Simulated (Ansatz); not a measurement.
A series of calculations on C2H6O2Si

**1. Relaxation**

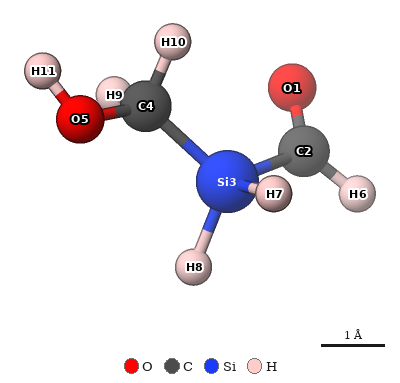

This is the input geometry for a relaxation of C2H6O2Si. The picture is a ball-and-stick view, seen at a tilt.

The run prepares an end point of a later path (torsion) calculation, from a guessed geometry.

All numbers below come from RHF/cc-pVDZ (Ansatz 0.2.0).

Input
```yaml
crystal:
  periodic: [false, false, false]
  atoms:
    - { symbol: O, position_ang: [-1.1166, 2.0957, 0.3708] }
    - { symbol: C, position_ang: [0.0017, 2.054, 0.0135] }
    - { symbol: Si, position_ang: [0.7287, 0.3621, -0.2393] }
    - { symbol: C, position_ang: [-0.421, -0.9799, 0.1257] }
    - { symbol: O, position_ang: [-0.0483, -2.3538, -0.0332] }
    - { symbol: H, position_ang: [0.6558, 2.9413, -0.1688] }
    - { symbol: H, position_ang: [1.9718, 0.2105, 0.6738] }
    - { symbol: H, position_ang: [1.3108, 0.2495, -1.6279] }
    - { symbol: H, position_ang: [-1.3484, -0.8417, -0.497] }
    - { symbol: H, position_ang: [-0.8519, -0.8753, 1.181] }
    - { symbol: H, position_ang: [-0.8174, -2.9193, 0.2218] }
basis:
  gaussian: { orbitals: cc-pVDZ }
hamiltonian:
  xc: hf
relax:
  f_tol: 0.015
  max_steps: 40
```

Launched with:
```bash
ansatz run input.yaml --threads 1 --pin off --max-ram 2048MiB --backend cpu --events-out ev --progress --plain --runs-dir out
```

Predict the outcome.

The energy falls by 14.8 kcal/mol in 6 accepted moves (9 points after the start). The largest force component goes from 4.6 to 0.0042 eV/Å. The line search rejected the trial steps at points 2, 4, 8 of the run. The largest move after the best rigid fit is that of H11, 0.17 Å. By element the largest moves are H 0.17 Å, C 0.14 Å, Si 0.11 Å, O 0.10 Å. Some distances before and after: Si3–C4 1.804 → 1.895 Å, C2–Si3 1.859 → 1.938 Å, Si3–H7 1.550 → 1.487 Å, C4–H10 1.145 → 1.096 Å. Among the angles between lasting bonds that change: Si3–C4–O5 121.7° → 107.4°, C2–Si3–C4 113.6° → 106.7°, O1–C2–H6 125.4° → 119.0°.

Step by step:

| step | E − E(0), kcal/mol | largest force component, eV/Å | note |
| --- | --- | --- | --- |
| 0 | 0.00 | 4.5860 |  |
| 1 | -13.13 | 0.9100 |  |
| 2 | -10.24 | 2.5462 | rejected |
| 3 | -14.53 | 0.3488 |  |
| 4 | -14.08 | 0.8826 | rejected |
| 5 | -14.82 | 0.1120 |  |
| 6 | -14.83 | 0.0856 |  |
| 7 | -14.84 | 0.0195 |  |
| 8 | -14.84 | 0.0889 | rejected |
| 9 | -14.84 | 0.0042 |  |

The structure at the end:

```xyz
11

O    -1.1129    2.1458    0.3722
C     0.0223    2.0362    0.0182
Si    0.8047    0.2812   -0.2334
C    -0.5524   -0.9813    0.1598
O     0.0005   -2.2650   -0.0258
H     0.6206    2.9540   -0.1633
H     1.9711    0.1541    0.6798
H     1.2782    0.1763   -1.6389
H    -1.4116   -0.8065   -0.4971
H    -0.9016   -0.8305    1.1872
H    -0.6537   -2.9213    0.1618
```

After the run, drawn alike:

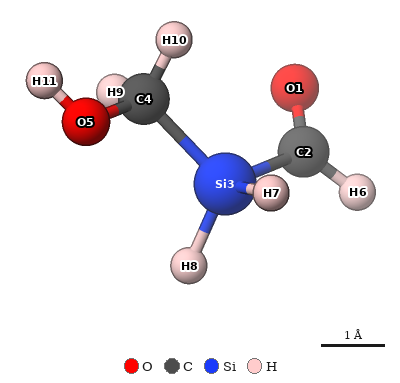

**2. Relaxation**

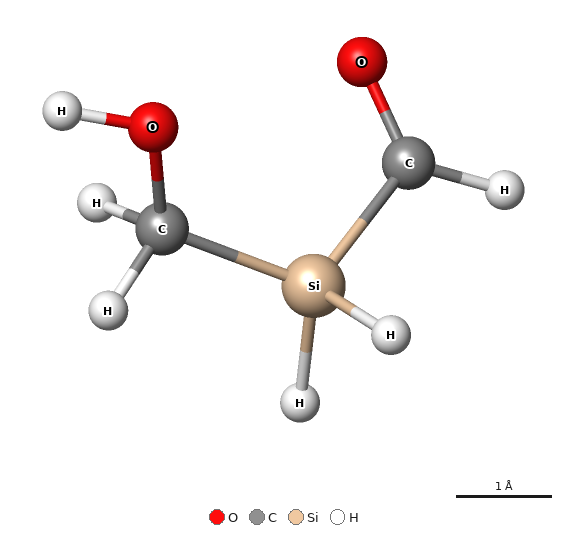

C₂H₆O₂Si, before the relaxation. A ball-and-stick model, seen at a tilt.

The run prepares an end point of a later path (torsion) calculation, from a guessed geometry.

These are results of RHF/cc-pVDZ in Ansatz, not measurements.

Input
```yaml
crystal:
  periodic: [false, false, false]
  atoms:
    - { symbol: O, position_ang: [-1.1166, 2.0957, 0.3708] }
    - { symbol: C, position_ang: [0.0017, 2.054, 0.0135] }
    - { symbol: Si, position_ang: [0.7287, 0.3621, -0.2393] }
    - { symbol: C, position_ang: [-0.421, -0.9799, 0.1257] }
    - { symbol: O, position_ang: [-0.98322, -1.15447, 1.43153] }
    - { symbol: H, position_ang: [0.6558, 2.9413, -0.1688] }
    - { symbol: H, position_ang: [1.9718, 0.2105, 0.6738] }
    - { symbol: H, position_ang: [1.3108, 0.2495, -1.6279] }
    - { symbol: H, position_ang: [0.07344, -1.95907, -0.12664] }
    - { symbol: H, position_ang: [-1.29563, -0.98302, -0.61273] }
    - { symbol: H, position_ang: [-1.58343, -1.93915, 1.41265] }
basis:
  gaussian: { orbitals: cc-pVDZ }
hamiltonian:
  xc: hf
relax:
  f_tol: 0.015
  max_steps: 40
```

Command:
```bash
ansatz run input.yaml --threads 1 --pin off --max-ram 2048MiB --backend cpu --events-out ev --progress --plain --runs-dir out
```

What does the optimiser find from here?

Answer. H6 moves most after the best rigid fit: 0.76 Å. Largest moves by element: H 0.76 Å, O 0.73 Å, Si 0.13 Å, C 0.13 Å. Near-neighbour distances that change, for instance: Si3–C4 1.804 → 1.896 Å, C2–Si3 1.859 → 1.939 Å, Si3–H7 1.550 → 1.486 Å, C4–H10 1.145 → 1.095 Å. Bond angles that change, for instance: Si3–C4–O5 121.7° → 106.3°, H9–C4–H10 100.9° → 107.7°, H7–Si3–H8 103.0° → 109.5°. Groups turn about C2–Si3 by about 45°. Over 19 accepted moves (26 points after the start) the energy falls by 61.8 kJ/mol. The largest force component goes from 4 to 0.012 eV/Å. The line search rejected the trial steps at points 2, 5, 12, 13, 16, 19, 23 of the run.

The structure at the end:

```xyz
11

O    -1.1669    2.1351   -0.3572
C    -0.0527    1.9772    0.0386
Si    0.8302    0.2776   -0.2615
C    -0.4472   -1.0873    0.0545
O    -0.7130   -1.0680    1.4399
H     0.4621    2.8126    0.5571
H     2.0078    0.1489    0.6351
H     1.2807    0.2633   -1.6803
H    -0.0690   -2.0630   -0.2722
H    -1.3443   -0.8647   -0.5332
H    -1.4454   -1.6342    1.6320
```

After the run, drawn alike:

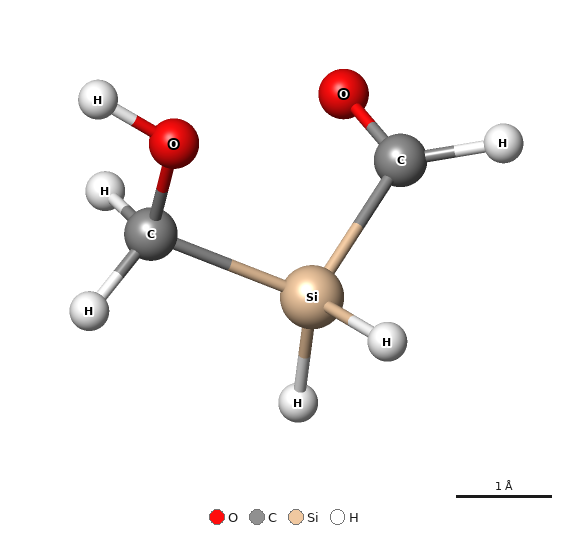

**3. Path**

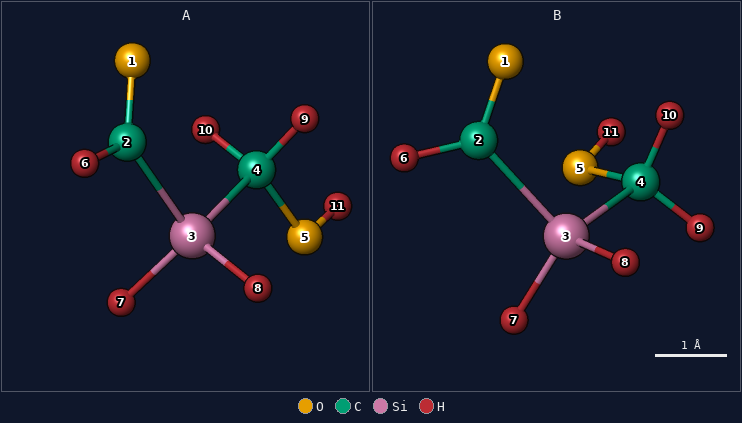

The two relaxed end points of a path for C₂H₆O₂Si. The picture is a ball-and-stick view, seen from a free direction.

Theory: Ansatz 0.2.0, RHF/cc-pVDZ.

Input
```yaml
crystal:
  periodic: [false, false, false]
  atoms:
    - { symbol: O, position_ang: [-1.112933, 2.145829, 0.372036] }
    - { symbol: C, position_ang: [0.022353, 2.036206, 0.018451] }
    - { symbol: Si, position_ang: [0.804804, 0.281216, -0.233155] }
    - { symbol: C, position_ang: [-0.552532, -0.981283, 0.159549] }
    - { symbol: O, position_ang: [0.000382, -2.265001, -0.026045] }
    - { symbol: H, position_ang: [0.620836, 2.953978, -0.162829] }
    - { symbol: H, position_ang: [1.970906, 0.153907, 0.680437] }
    - { symbol: H, position_ang: [1.278733, 0.176455, -1.638459] }
    - { symbol: H, position_ang: [-1.411456, -0.806351, -0.497687] }
    - { symbol: H, position_ang: [-0.902044, -0.830545, 1.18685] }
    - { symbol: H, position_ang: [-0.653849, -2.921311, 0.161254] }
basis:
  gaussian: { orbitals: cc-pVDZ }
hamiltonian:
  xc: hf
neb:
  order_check: false
  images: 7
  f_tol: 0.05
  max_iterations: 60
  initial_path: idpp
  final_atoms:
    - { symbol: O, position_ang: [-1.09024528, 2.06256224, 0.43458306] }
    - { symbol: C, position_ang: [0.08250411, 1.84497926, 0.41450596] }
    - { symbol: Si, position_ang: [0.74725692, 0.31027499, -0.56585804] }
    - { symbol: C, position_ang: [-0.43787079, -1.13140938, -0.23184459] }
    - { symbol: O, position_ang: [-0.26663349, -1.47871012, 1.12478913] }
    - { symbol: H, position_ang: [0.77123366, 2.53502547, 0.94473391] }
    - { symbol: H, position_ang: [2.13462245, -0.00612885, -0.13890354] }
    - { symbol: H, position_ang: [0.74171904, 0.67713557, -2.00866299] }
    - { symbol: H, position_ang: [-0.22568657, -1.97683438, -0.89661719] }
    - { symbol: H, position_ang: [-1.45953453, -0.79465882, -0.43790724] }
    - { symbol: H, position_ang: [-0.93216551, -2.09913598, 1.38158353] }
```

Run as
```bash
ansatz run input.yaml --threads 1 --pin off --max-ram 2048MiB --backend cpu --events-out ev --progress --plain --runs-dir out
```

### What barrier does the band find between them, and by what path?

The energy climbs by 6.9 kJ/mol to image 4 and then falls by 6.0 kJ/mol, so the end point sits at +0.9 kJ/mol. The motion is a rotation about the Si3–C4 bond by about 115°, with a turn of about 40° about C2–Si3. No bond forms or breaks between the ends. Bond angles that change up to the highest image, for instance: C2–Si3–H8 108.4° → 106.1°. The band converged in 7 iterations. The largest component of the band force went from 1.3 to 0.037 eV/Å. The climbing image converged on the top of the path. Its vibrational analysis gives one imaginary mode (87i cm⁻¹), as a transition state must have.

Energies of the converged images:

```csv
image,path (Å),E (kJ/mol)
0,0.00,0.0
1,0.51,1.1
2,1.01,3.5
3,1.52,6.0
4,2.03,6.9
5,2.52,6.0
6,3.01,3.8
7,3.50,1.7
8,3.99,0.9
```

The geometry at the top of the path:

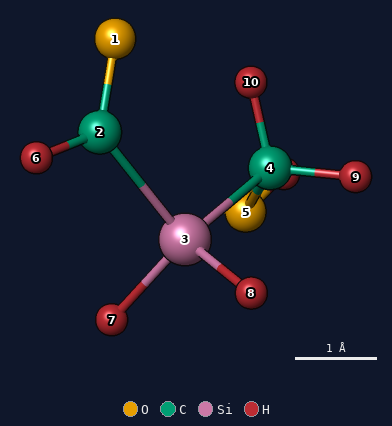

The run took 110 s on 1 thread of Arm Neoverse V2, with other jobs on the host, peak memory 0.2 GiB.
